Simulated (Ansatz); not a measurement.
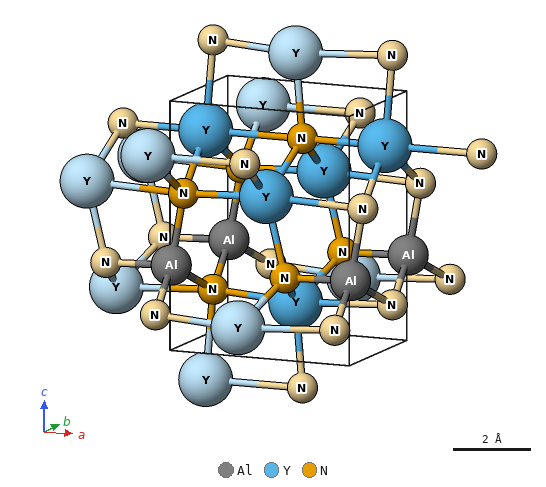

The crystal in a ball-and-stick representation, seen slightly off an axis. The wireframe shows the conventional unit cell. The bonded neighbours beyond the faces are included, in fainter colours.

Y$_{3}$AlN$_{4}$, space group Pm (No. 6), a = 5.091 Å, b = 3.725 Å, c = 6.610 Å, α = 90.00°, β = 90.04°, γ = 90.00°. The structure was taken from a structure type filled with these elements by a generator (whether the compound takes this form wasn't checked). Earlier steps of the study may have refined or changed the cell and positions. It was the input of a calculation with Ansatz.

This one geometry was computed with Ansatz (DFT, plane waves, PAW) at five levels of theory: HSE06, r2SCAN, PBE, PBE with spin-orbit coupling and PBE0. It was relaxed beforehand with r2SCAN.

> Which level gives the highest pressure at this volume, and what does that say about its equilibrium volume?

Highest: PBE (1.4 GPa) and PBE with spin-orbit coupling (1.4 GPa), which points to the largest equilibrium volume. Lowest, with the smallest volume: HSE06 (-1.1 GPa) and PBE0 (-1.0 GPa). Levels within 0.5 GPa of each other can't be told apart.

> How does the band gap change with the level of theory?

PBE with spin-orbit coupling: a gap of 1.81 eV, direct; PBE: a gap of 1.81 eV, direct; r2SCAN: a gap of 2.21 eV, direct; HSE06: a gap of 2.81 eV, direct; PBE0: a gap of 3.50 eV, direct.

> Collect the results in a table.

| level | cutoff (eV) | k-mesh of the run's cell | gap (eV) | pressure (GPa) |
| --- | --- | --- | --- | --- |
| HSE06 | 420 | 4×4×2 | 2.81 | -1.1 |
| r2SCAN | 500 | 6×8×4 | 2.21 | 0.0 |
| PBE | 420 | 6×8×4 | 1.81 | 1.4 |
| PBE with spin-orbit coupling | 420 | 6×8×4 | 1.81 | 1.4 |
| PBE0 | 420 | 4×4×2 | 3.50 | -1.0 |

Gaps are taken on the k-mesh or band path of each run.
